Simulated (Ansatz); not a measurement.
ZnH$_{3}$SOCl: several calculations on one system

Part 1: Relaxation

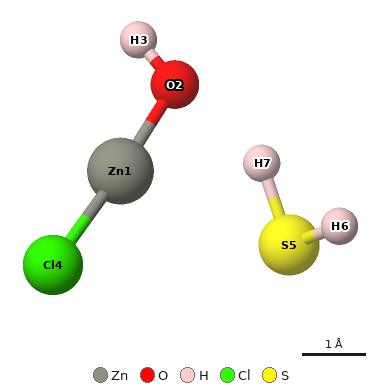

ZnH3SOCl, before the relaxation. A ball-and-stick model, seen at a tilt.

The run prepares an end point of a later path (reaction) calculation, from a guessed geometry.

The calculation used RKS PBE/def2-SVP in Ansatz 0.2.0.

Input
```yaml
crystal:
  periodic: [false, false, false]
  atoms:
    - { symbol: Zn, position_ang: [-0.274249, -0.14243, 0.014922] }
    - { symbol: O, position_ang: [-0.280602, -0.32159, 1.799918] }
    - { symbol: H, position_ang: [-1.1341, -0.091887, 2.211565] }
    - { symbol: Cl, position_ang: [-0.402829, -0.084085, -2.088273] }
    - { symbol: S, position_ang: [2.822149, 0.802444, 1.24196] }
    - { symbol: H, position_ang: [3.17845, -0.509235, 1.322533] }
    - { symbol: H, position_ang: [1.717481, 0.578784, 2.050475] }
basis:
  gaussian: { orbitals: def2-SVP }
hamiltonian:
  xc: pbe
relax:
  f_tol: 0.03
  max_steps: 50
output:
  orbitals: {}
```

Launched with:
```bash
ansatz run input.yaml --threads 2 --pin off --max-ram 3072MiB --backend cpu --events-out ev --progress --plain --runs-dir out
```

### What does the optimiser find from here?

The energy falls by 21.5 kJ/mol in 7 accepted moves (8 points after the start). Largest force component: 0.5 eV/Å at the start, 0.022 eV/Å at the end. The line search rejected the trial step at point 4 of the run. The atom that moves furthest after the best rigid fit is Zn1 (0.48 Å). By element the largest moves are Zn 0.48 Å, S 0.37 Å, H 0.30 Å, O 0.26 Å, Cl 0.18 Å. Near-neighbour distances that change, for instance: Zn1–S5 3.462 → 2.626 Å, Zn1–O2 1.794 → 1.841 Å, S5–H7 1.387 → 1.414 Å, Zn1–Cl4 2.108 → 2.126 Å. New bonds form, among them: Zn1–S5 (3.46 → 2.63 Å). Bond angles that change, for instance: O2–Zn1–Cl4 174.4° → 157.1°, Zn1–O2–H3 113.6° → 120.9°. Cost: 18 s on 2 threads of Arm Neoverse V1, on a shared host, peak memory 0.15 GiB.

History of the run:

```tsv
step	E − E(0), kJ/mol	largest force component, eV/Å	note
0	0.00	0.5017	
1	-9.87	0.3363	
2	-18.00	0.3935	
3	-19.44	0.4787	
4	-14.78	2.0518	rejected
5	-21.26	0.0854	
6	-21.38	0.0721	
7	-21.44	0.0581	
8	-21.50	0.0221
```

The structure at the end:

```xyz
7

Zn    0.1732    0.0115    0.0881
O    -0.1284   -0.1374    1.8979
H    -1.0344   -0.1923    2.2506
Cl   -0.2635   -0.1316   -1.9880
S     2.4873    0.7372    1.0956
H     2.9266   -0.5504    1.1663
H     1.4655    0.4950    2.0426
```

The end point in the same view:

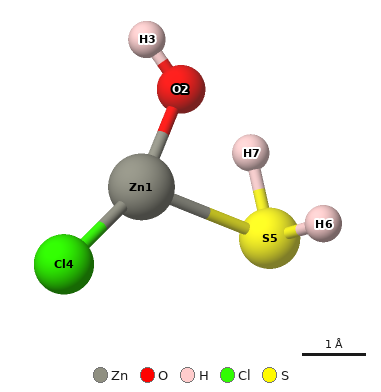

Limits of the set-up: the start holds two separate molecules, 2.2 Å apart at their closest, whose relative position is a soft coordinate and is computed without a dispersion correction.

Part 2: Relaxation

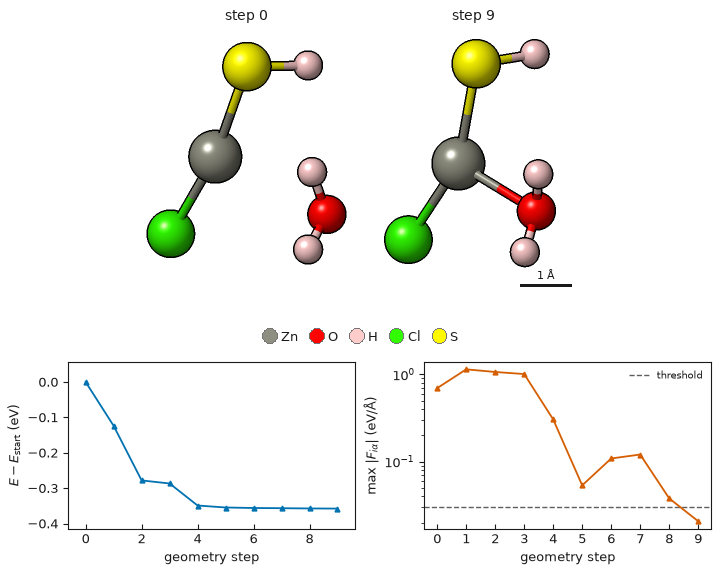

First and last geometry of a relaxation of ZnH3SOCl, with the history of the run. The picture is a ball-and-stick view, seen from a free direction.

The run prepares an end point of a later path (reaction) calculation, from a guessed geometry.

All numbers below come from RKS PBE/def2-SVP (Ansatz 0.2.0). Set-up: no spin polarisation; force threshold 0.03 eV/Å; at most 50 steps.

### What do the curves and the structures tell?

It converged. Over 9 geometry steps the energy falls by 0.358 eV. The largest force component goes from 0.7 to 0.021 eV/Å. The Zn atom moves most after the best rigid fit: 0.42 Å. By element the largest moves are Zn 0.42 Å, O 0.40 Å, Cl 0.36 Å, H 0.35 Å, S 0.07 Å. Some distances before and after: O–Zn 2.975 → 2.166 Å, Cl–Zn 2.116 → 2.138 Å, S–Zn 2.252 → 2.238 Å, H–O 0.994 → 0.986 Å. New bonds form, among them: O–Zn (2.98 → 2.17 Å). Among the angles between lasting bonds that change: Cl–Zn–S 171.1° → 159.0°, H–O–H 103.1° → 106.9°.

Limits of the set-up: the start holds two separate molecules, 2.6 Å apart at their closest, whose relative position is a soft coordinate and is computed without a dispersion correction.

Part 3: Path

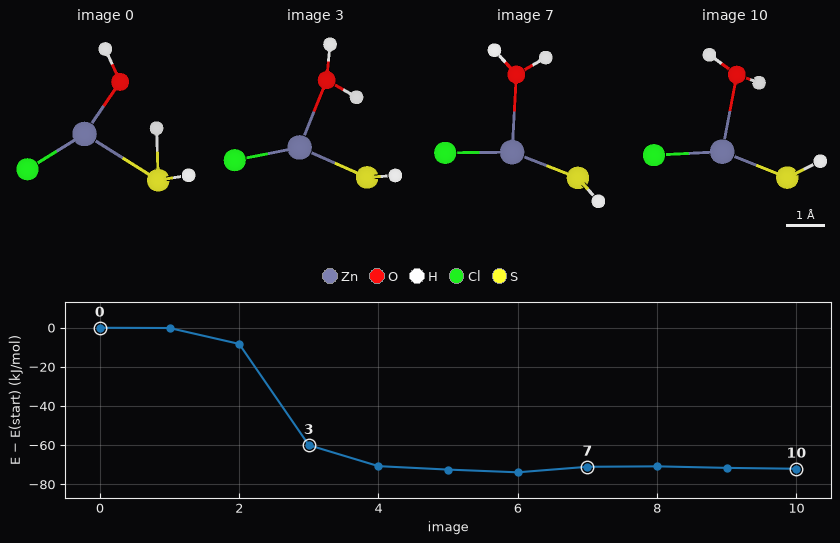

A search for the minimum-energy path of ZnH$_{3}$SOCl by the nudged elastic band. Images are numbered from 0 (start) to 10 (end). A ball-and-stick model, seen at a tilt.

Theory: RKS PBE/def2-SVP in Ansatz 0.2.0. Run with 9 movable images; climbing image; force threshold 0.05 eV/Å; iteration limit 60; starting path through a guess of the saddle point.

What happens along the path, and what is the barrier?

Answer. A hydrogen atom shifts from one atom to another. Breaking: H–S (1.41 → 2.66 Å). Forming: H–O (1.72 → 0.99 Å). There is no barrier: the inner images dip to −73.8 kJ/mol relative to the start, below both ends (the end lies at −72.0 kJ/mol), so the ends aren't minima along this motion. The band converged in 26 iterations. The largest component of the band force went from 2.6 to 0.034 eV/Å.
